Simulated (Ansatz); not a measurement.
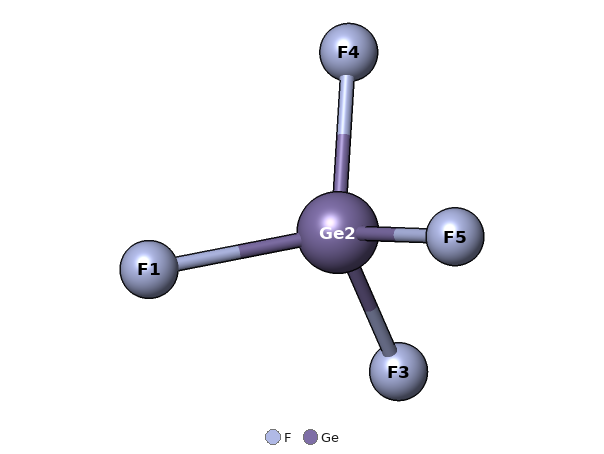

Harmonic vibrations computed with RKS PBE0-D4/def2-TZVP (Ansatz 0.2.0) at a stationary point of the same level.

Q: How many imaginary frequencies does it have?

A: A minimum: no imaginary frequency, and the lowest mode lies at 198 cm⁻¹.

Q: How many vibrational modes are there, and where do they lie?

A: 9 modes: 198, 198, 267, 267, 267, 731, 799, 799, 799 cm⁻¹.
